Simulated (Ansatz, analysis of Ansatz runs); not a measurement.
## Interstitial H in fcc Al, hop from a tetrahedral to the next octahedral site: migration barrier, PBE-D3(BJ)

Aim: the migration barrier of interstitial H in fcc Al, hop from a tetrahedral to the next octahedral site, to be set beside the measurement. Set-up: PBE-D3(BJ), 32-site cell, PBE-D3(BJ) lattice, 420 eV, k: 3x3x3 Gamma-centred. The model is a cell of 32 host atoms with 1 H put in. The barrier is the energy of the highest image of a climbing band over the relaxed site that the atom leaves.

Measured beforehand: Migration barrier: 0.452 eV, by diffusion measurements (T > 250 K); average of cited values (quoted in “Explainable Machine Learning for Hydrogen Diffusion in Metals and Random Binary Alloys”, 2023, G. M. Lu et al., quoting earlier work (1981)). The runs below try to reproduce this.

Main program and level: Ansatz 0.2.0; plane-wave PAW DFT, PBE-D3(BJ); relaxation of all atoms of a defect supercell.

### Step 1. Starting point

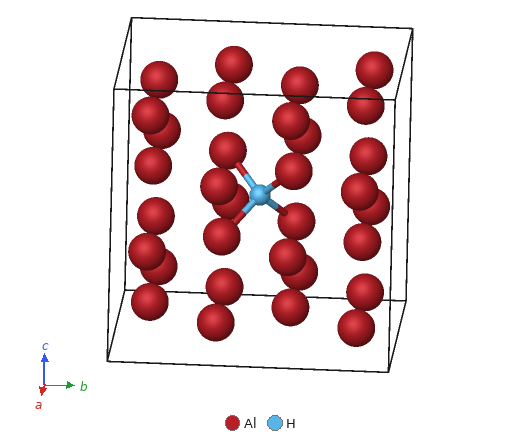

The starting structure, seen slightly off an axis (aluminium red, hydrogen blue).

The cell holds 33 atoms: 32 Al and 1 H. Its edges and angles: a = 7.967 Å, b = 7.967 Å, c = 7.967 Å, α = 90.0°, β = 90.0°, γ = 90.0°. It derives from Al (space group Fm-3m). Nearest the centre at fractional (0.375, 0.375, 0.375): H33 at 0.00 Å, Al8 at 1.72 Å, Al18 at 1.72 Å, Al11 at 1.72 Å, Al29 at 1.72 Å, Al15 at 3.30 Å, Al4 at 3.30 Å, Al22 at 3.30 Å.

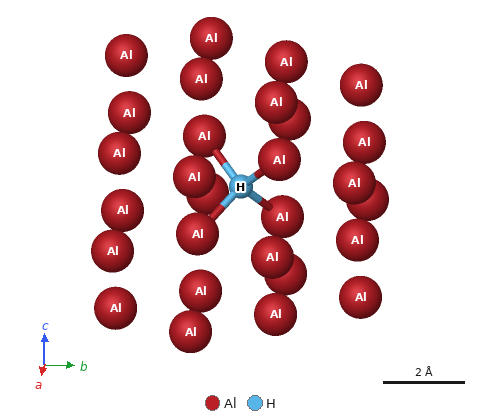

The atoms within 5 Å of the centre.

The host's primitive cell comes from a first run (plane-wave PAW DFT, PBE-D3(BJ); relaxation of the host's cell and atoms): vectors of 2.817, 2.817 and 2.817 Å. That is 15.80 Å³ an atom, 4.8 % under the diffraction cell's volume. The supercell is built on it.

### Step 2. Relaxation, charge 0

A barrier counts from a true minimum, so both ends of the jump are relaxed first.

start/input.yaml reads:

```yaml
relax:
  f_tol: 0.02
  max_steps: 80
  escape_saddle: false
crystal:
  lattice:
    - [7.96731447, 0.0, 0.0]
    - [0.0, 7.96731447, 0.0]
    - [0.0, 0.0, 7.96731447]
  atoms:
    - { symbol: Al, position: [0.0, 0.0, 0.0] }
    - { symbol: Al, position: [0.0, 0.25, 0.25] }
    - { symbol: Al, position: [0.25, 0.0, 0.25] }
    - { symbol: Al, position: [0.25, 0.25, 0.0] }
    - { symbol: Al, position: [0.0, 0.0, 0.5] }
    - { symbol: Al, position: [0.0, 0.25, 0.75] }
    - { symbol: Al, position: [0.25, 0.0, 0.75] }
    - { symbol: Al, position: [0.25, 0.25, 0.5] }
    - { symbol: Al, position: [0.0, 0.5, 0.0] }
    - { symbol: Al, position: [0.0, 0.75, 0.25] }
    - { symbol: Al, position: [0.25, 0.5, 0.25] }
    - { symbol: Al, position: [0.25, 0.75, 0.0] }
    - { symbol: Al, position: [0.0, 0.5, 0.5] }
    - { symbol: Al, position: [0.0, 0.75, 0.75] }
    - { symbol: Al, position: [0.25, 0.5, 0.75] }
    - { symbol: Al, position: [0.25, 0.75, 0.5] }
    - { symbol: Al, position: [0.5, 0.0, 0.0] }
    - { symbol: Al, position: [0.5, 0.25, 0.25] }
    - { symbol: Al, position: [0.75, 0.0, 0.25] }
    - { symbol: Al, position: [0.75, 0.25, 0.0] }
    - { symbol: Al, position: [0.5, 0.0, 0.5] }
    - { symbol: Al, position: [0.5, 0.25, 0.75] }
    - { symbol: Al, position: [0.75, 0.0, 0.75] }
    - { symbol: Al, position: [0.75, 0.25, 0.5] }
    - { symbol: Al, position: [0.5, 0.5, 0.0] }
    - { symbol: Al, position: [0.5, 0.75, 0.25] }
    - { symbol: Al, position: [0.75, 0.5, 0.25] }
    - { symbol: Al, position: [0.75, 0.75, 0.0] }
    - { symbol: Al, position: [0.5, 0.5, 0.5] }
    - { symbol: Al, position: [0.5, 0.75, 0.75] }
    - { symbol: Al, position: [0.75, 0.5, 0.75] }
    - { symbol: Al, position: [0.75, 0.75, 0.5] }
    - { symbol: H, position: [0.375, 0.375, 0.375] }
basis:
  ecutwfc: 420
  xc_grid: 2
hamiltonian:
  xc: pbe
  dispersion: d3bj
kpoints:
  mp_grid: { grid: [3, 3, 3] }
scf:
  occupations: { method: methfessel_paxton, width: 0.1 }
  max_iter: 120
output:
  forces: true
checkpoint:
  write: "../start.run"
  compress: false
  write_wavefunctions: true
  write_every: 100000
```

The run is started by

```sh
ansatz run input.yaml --threads 4 --pin off --max-ram 14131MiB --backend cpu --events-out ev --progress --plain --runs-dir out
```

Numbers of over 12 decimals in the logs are rounded to 6 here.

Output:

```text
[... repeated set-up lines and file paths are left out, and long positions are rounded to six places ...]
Engine: ansatz 0.2.0, aarch64-unknown-linux-gnu
Pseudopotentials: kind: paw
Pseudopotential: Al, paw, valence charge 3, recommended cutoff 420 eV (normal), Al.paw.azcp
Pseudopotential: H, paw, valence charge 1, recommended cutoff 420 eV (normal), H.paw.azcp
Functional definition: PBE
  parameter kappa = 0.804
  parameter beta = 0.066725
  exchange = pbe_x(kappa = kappa, mu = beta*pi^2/3)
  correlation = pbe_c(beta = beta)
Crystal: 33 atoms, lattice volume = 505.750 Å³
Basis set: ecut = 420 eV, 9843 PW (Γ), exchange–correlation on 108×108×108 points (8 copies of the dense FFT grid, shifted against one another)
Bands: 82, of which v1, the nominal top of the filled ones, is band 49 counted from 1 (48 counted from 0)
Symmetry: 24 space group operations
Space group: P-43m (ITA 215), of the structure as read, at distance tolerance 8.0e-5 Å
k-points: 4 of 27 (time reversal used)
Non-local potential: Al, projectors of the file, l = 0: 2, l = 1: 2, l = 2: 1
Non-local potential: H, projectors of the file, l = 0: 2, l = 1: 1
PAW form: soft (Blöchl's): semilocal exchange-correlation on the pseudo side does not see the compensation charge
PAW one-centre angular grid: Al, 110 points (default); XC on 64 Gauss nodes
PAW one-centre angular grid: H, 110 points (default); XC on 64 Gauss nodes
Initial density: superposition of atomic densities (neutral atoms: chi_scale 0, normalization atom), corrected by the library's trained network
Initial wavefunctions: pseudopotential atomic-orbital guess
Functional: x = pbe(κ = 0.804, μ = 0.219515), c = pbe(β = 0.066725)
SCF iter   1: F=—  HF=-17226.702859 eV  |F-HF|=—  |Δ(HF+E_count)|=         —  Δρ=1.11e-3  dr2=6.67e-3  ethr=1.77e-3  ⟨swp⟩=8.0  Hψ=1693  notcnv=0  defer=3
preconditioner: auto → Kerker (q_TF=auto, 2.072 Å⁻¹)  [metal: Δε(μ)=0.062 eV  Ē_g=7.140 eV  σ=0.100 eV  W_gap=0.48  n_scr=80 (ndim 8)  ℏωp=16.3 eV  f_vac=0.000  D(μ)=12.79/eV (n_scr^D=80)]
SCF iter   2: F=—  HF=-17226.703178 eV  |F-HF|=—  |Δ(HF+E_count)|=   3.19e-4  S|Δr|=    0.00e0  Δρ=6.63e-4  dr2=2.47e-3  ethr=6.88e-6  ⟨swp⟩=2.0  Hψ=422  notcnv=0  defer=4
SCF iter   3: F=—  HF=-17226.702828 eV  |F-HF|=—  |Δ(HF+E_count)|=   3.51e-4  S|Δr|=    0.00e0  Δρ=7.47e-5  dr2=6.16e-5  ethr=2.55e-6  ⟨swp⟩=2.0  Hψ=409  notcnv=0  defer=4
SCF iter   4: F=-17226.702815 eV  HF=-17226.702819 eV  |F-HF|=3.80e-6  |Δ(HF+E_count)|=   8.79e-6  S|Δr|=    0.00e0  Δρ=2.32e-5  dr2=5.50e-6  ethr=1.03e-8  ⟨swp⟩=4.0  Hψ=880  notcnv=0
SCF 1 converged in 4 iterations: F = -17226.702815 eV  dr2 = 5.50e-6
  greatest PAW one-centre occupation: 0.454 electrons in one spin orbital (limit 2), on the Al atom at site 10 (counted from 0), in its partial waves of l = 0
relax step   1: F+E_penalty+E_count = -17226.70281503 eV  Δ(F+E_penalty+E_count) = +0.000e0 eV  max|allowed force component| = 8.102e-1 eV/Å  Δτ_max = 0.0000 Å  (4 SCF iters, dr2 threshold 1.00e-5 eV, accepted)
[... the SCF cycles and remarks between the steps are left out from here to the last step ...]
relax step   2: F+E_penalty+E_count = -17227.00443669 eV  Δ(F+E_penalty+E_count) = -3.016e-1 eV  max|allowed force component| = 1.696e-1 eV/Å  Δτ_max = 0.0901 Å  (5 SCF iters, dr2 threshold 4.10e-5 eV, accepted)
relax step   3: F+E_penalty+E_count = -17227.02445194 eV  Δ(F+E_penalty+E_count) = -2.002e-2 eV  max|allowed force component| = 7.336e-3 eV/Å  Δτ_max = 0.0313 Å  (5 SCF iters, dr2 threshold 1.80e-6 eV, accepted)
iter 1 solved again at ethr=2.27e-10 eV; its pass at ethr=3.10e-3 eV (dr2=2.21e-7 eV) is discarded
SCF iter   1: F=—  HF=-17227.024462 eV  |F-HF|=—  |Δ(HF+E_count)|=         —  Δρ=6.23e-6  dr2=2.20e-7  ethr=2.27e-10  ⟨swp⟩=1.0  Hψ=924  notcnv=0  defer=15
SCF iter   2: F=-17227.024452 eV  HF=-17227.024452 eV  |F-HF|=9.85e-9  |Δ(HF+E_count)|=   1.04e-5  S|Δr|=    0.00e0  Δρ=3.70e-6  dr2=5.91e-8  ethr=1.03e-10  ⟨swp⟩=3.0  Hψ=804  notcnv=0
SCF 4 converged in 2 iterations: F = -17227.024452 eV  dr2 = 5.91e-8
relax step   4: F+E_penalty+E_count = -17227.02445200 eV  Δ(F+E_penalty+E_count) = -5.108e-8 eV  max|allowed force component| = 7.301e-3 eV/Å  Δτ_max = 0.0000 Å  (2 SCF iters, accepted)
NSCF: frozen V_eff on 4 k-points
the band table was solved once a step of the walk had ended and its energy, with any forces and stress, was formed, with the checks that follow a solve (1888 applications of the Hamiltonian). They found nothing against the state; [...]
SCF converged after 2 iterations
Stability not checked: this state was not tested for a lower state beside it, because cold or Methfessel-Paxton smearing, or corrected tetrahedra, fill the levels in a way that the test cannot read (fill_not_monotonic; see scf.lower_state_search)
Free energy (F): -17227.024452 eV
Harris-Foulkes:  -17227.024452 eV  (|F-HF|=9.85e-9)
Internal energy: -17227.031931 eV  (E = F + TS)
E sigma→0 (E₀):  -17227.026322 eV
Entropy (-TS):   0.007479 eV (0.227 meV/atom)
Fermi energy:    8.249267 eV
--- Per-component energies (eV) ---
  E_band       = 371.300213
  E_kinetic    = 766.698901
  E_local      = 325.309407  (includes V_loc(G=0)·N_el)
  E_nonlocal   = 337.013119
  E_hartree    = 7.716414
  E_xc         = -1291.648820
  E_vxc        = -952.803509  (∫ρ·V_xc dr)
  E_paw        = -14958.255539  (= ΣΔE_a)
  E_vpaw       = -120.349043  (= ΣTr[D̂ρ^β])
  E_aug_tail   = -0.001292  (compensation charges beyond the density's cutoff)
  E_ewald      = -2402.451662
  E_disp       = -11.412461  (pairwise vdW)
  E_smearing   = 0.007479  (= −TS)
  E_closure    = -0.000000  (closes the sum)
  Σ components = -17227.024452   (vs F -17227.024452, Δ=0.00e0)
--- Forces (eV/Å), atoms counted from 1 ---
  atom   1  Al    -0.00192505    -0.00192505    -0.00192505
  atom   2  Al    -0.00298082    -0.00265110    -0.00265110
  atom   3  Al    -0.00265110    -0.00298082    -0.00265110
  atom   4  Al    -0.00265110    -0.00265110    -0.00298082
  atom   5  Al     0.00364977     0.00364977     0.00730134
  atom   6  Al     0.00364977    -0.00730134    -0.00364977
  atom   7  Al    -0.00730134     0.00364977    -0.00364977
  atom   8  Al     0.00119823     0.00119823    -0.00119823
  atom   9  Al     0.00364977     0.00730134     0.00364977
  atom  10  Al     0.00364977    -0.00364977    -0.00730134
  atom  11  Al     0.00119823    -0.00119823     0.00119823
  atom  12  Al    -0.00730134    -0.00364977     0.00364977
  atom  13  Al    -0.00298082     0.00265110     0.00265110
  atom  14  Al    -0.00192505     0.00192505     0.00192505
  atom  15  Al    -0.00265110     0.00265110     0.00298082
  atom  16  Al    -0.00265110     0.00298082     0.00265110
  atom  17  Al     0.00730134     0.00364977     0.00364977
  atom  18  Al    -0.00119823     0.00119823     0.00119823
  atom  19  Al    -0.00364977     0.00364977    -0.00730134
  atom  20  Al    -0.00364977    -0.00730134     0.00364977
  atom  21  Al     0.00265110    -0.00298082     0.00265110
  atom  22  Al     0.00265110    -0.00265110     0.00298082
  atom  23  Al     0.00192505    -0.00192505     0.00192505
  atom  24  Al     0.00298082    -0.00265110     0.00265110
  atom  25  Al     0.00265110     0.00265110    -0.00298082
  atom  26  Al     0.00265110     0.00298082    -0.00265110
  atom  27  Al     0.00298082     0.00265110    -0.00265110
  atom  28  Al     0.00192505     0.00192505    -0.00192505
  atom  29  Al    -0.00119823    -0.00119823    -0.00119823
  atom  30  Al     0.00730134    -0.00364977    -0.00364977
  atom  31  Al    -0.00364977     0.00730134    -0.00364977
  atom  32  Al    -0.00364977    -0.00364977     0.00730134
  atom  33  H      0.00000000    -0.00000000    -0.00000000
  max |Σ_I F_I| component: 8.38e-17 eV/Å
--- Band table (eV) ---
  k-point 0: bands = ["-3.1442", "-1.4396", "-0.7178", "-0.7178", [... 74 left out ...] "11.3518", "11.3518", "11.3739", "13.1512"]
  k-point 1: bands = ["-2.9024", "-2.1244", "-1.0483", "-0.4644", [... 74 left out ...] "12.8757", "12.9198", "12.9198", "12.9812"]
  [... further k-points left out ...]
--- Relaxed structure (4 steps of the walk, 4 accepted, 0 SCFs on fresh bases) ---
  F+E_penalty+E_count = -17227.02445200 eV   max|allowed force component| = 7.301e-3 eV/Å
  atoms:
    - { symbol: Al, position: [0.000183, 0.000183, 0.000183] }
    - { symbol: Al, position: [0.000921, 0.250515, 0.250515] }
    - { symbol: Al, position: [0.250515, 0.000921, 0.250515] }
    - { symbol: Al, position: [0.250515, 0.250515, 0.000921] }
    - { symbol: Al, position: [-0.002140, -0.002140, 0.500504] }
    - { symbol: Al, position: [-0.002140, 0.249496, 0.752140] }
    - { symbol: Al, position: [0.249496, -0.002140, 0.752140] }
    - { symbol: Al, position: [0.241201, 0.241201, 0.508799] }
    - { symbol: Al, position: [-0.002140, 0.500504, -0.002140] }
    - { symbol: Al, position: [-0.002140, 0.752140, 0.249496] }
    - { symbol: Al, position: [0.241201, 0.508799, 0.241201] }
    - { symbol: Al, position: [0.249496, 0.752140, -0.002140] }
    - { symbol: Al, position: [0.000921, 0.499485, 0.499485] }
    - { symbol: Al, position: [0.000183, 0.749817, 0.749817] }
    - { symbol: Al, position: [0.250515, 0.499485, 0.749079] }
    - { symbol: Al, position: [0.250515, 0.749079, 0.499485] }
    - { symbol: Al, position: [0.500504, -0.002140, -0.002140] }
    - { symbol: Al, position: [0.508799, 0.241201, 0.241201] }
    - { symbol: Al, position: [0.752140, -0.002140, 0.249496] }
    - { symbol: Al, position: [0.752140, 0.249496, -0.002140] }
    - { symbol: Al, position: [0.499485, 0.000921, 0.499485] }
    - { symbol: Al, position: [0.499485, 0.250515, 0.749079] }
    - { symbol: Al, position: [0.749817, 0.000183, 0.749817] }
    - { symbol: Al, position: [0.749079, 0.250515, 0.499485] }
    - { symbol: Al, position: [0.499485, 0.499485, 0.000921] }
    - { symbol: Al, position: [0.499485, 0.749079, 0.250515] }
    - { symbol: Al, position: [0.749079, 0.499485, 0.250515] }
    - { symbol: Al, position: [0.749817, 0.749817, 0.000183] }
    - { symbol: Al, position: [0.508799, 0.508799, 0.508799] }
    - { symbol: Al, position: [0.500504, 0.752140, 0.752140] }
    - { symbol: Al, position: [0.752140, 0.500504, 0.752140] }
    - { symbol: Al, position: [0.752140, 0.752140, 0.500504] }
    - { symbol: H, position: [0.375000, 0.375000, 0.375000] }
```

Wall time 11 s (4 threads of Arm Neoverse V2, shared host); peak memory 1.1 GiB.

Relaxation path:

```csv
step,energy less that of the first step (eV),largest force component (eV/Å)
1,0.0000,0.8102
2,-0.3016,0.1696
3,-0.3216,0.0073
4,-0.3216,0.0073
```

The run keeps the 24 symmetry operations that it works with, so distortions that break them were not tested.

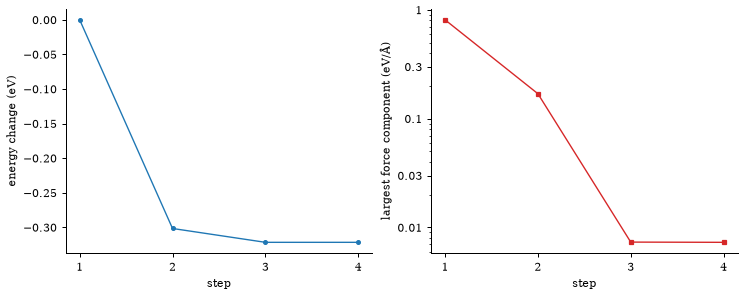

Energy and largest force along the relaxation.

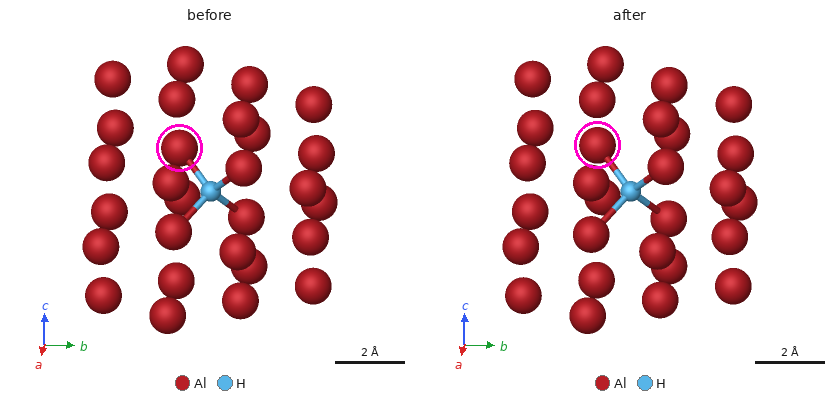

Before and after: the atoms that start within 5 Å of the centre. Al8, which moves most, is ringed if it is among them.

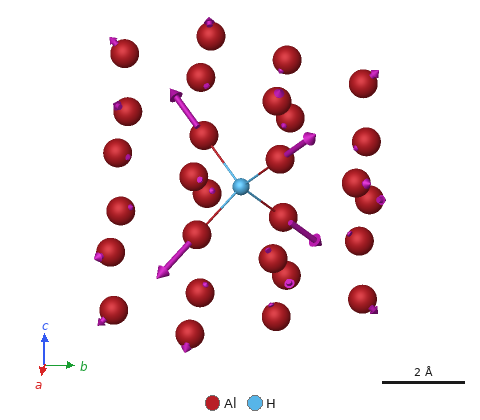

Displacements in the relaxation near the centre, exaggerated; the longest in the cell stands for 0.12 Å.

The atoms that moved most (Å):

```
atom      dx      dy      dz  length
 Al8  -0.070  -0.070   0.070   0.121
Al11  -0.070   0.070  -0.070   0.121
Al29   0.070   0.070   0.070   0.121
Al18   0.070  -0.070  -0.070   0.121
Al30   0.004   0.017   0.017   0.024
Al32   0.017   0.017   0.004   0.024
Al31   0.017   0.004   0.017   0.024
Al10  -0.017   0.017  -0.004   0.024
```

Neighbours of H33 at the end:

| atom | distance (Å) |
| --- | --- |
| Al29 | 1.846 |
| Al18 | 1.846 |
| Al8 | 1.846 |
| Al11 | 1.846 |
| Al21 | 3.294 |
| Al13 | 3.294 |
| Al25 | 3.294 |
| Al27 | 3.294 |
| Al3 | 3.294 |
| Al26 | 3.294 |
| Al22 | 3.294 |
| Al15 | 3.294 |
| Al4 | 3.294 |
| Al16 | 3.294 |
| Al24 | 3.294 |
| Al2 | 3.294 |

Read from the output:

```yaml
free_energy: -17227.0245 eV
smearing_term_ts: -0.007479 eV
```

The other runs of this kind differ in structure, charge or spin alone:

| run | outcome | energy less the first (eV) | moment (μB) | time |
| --- | --- | --- | --- | --- |
| relaxation, charge 0 | converged | 0.0000 | 0.00 | 11 s |
| relaxation, charge 0 | converged | 0.0492 | 0.00 | 7 s |

The relaxation ends 9.7 meV an atom lower, with a largest force component of 0.0073 eV/Å.

(Part 1 of 2 ends here.)

[Logs are printed without paths, hosts, clocks, repeated set-up lines and the standing remarks that a program may print on its own settings, such as how far it seeks lower states.]

[Hosts, paths, dates, database ids (printed as entryN), source tags and the programs' standing remarks are cut or masked in the printed files.]

[For some hosts the program warned that the k-mesh of the response run may be too coarse for force constants and the static dielectric constant; such warnings are not shown here.]
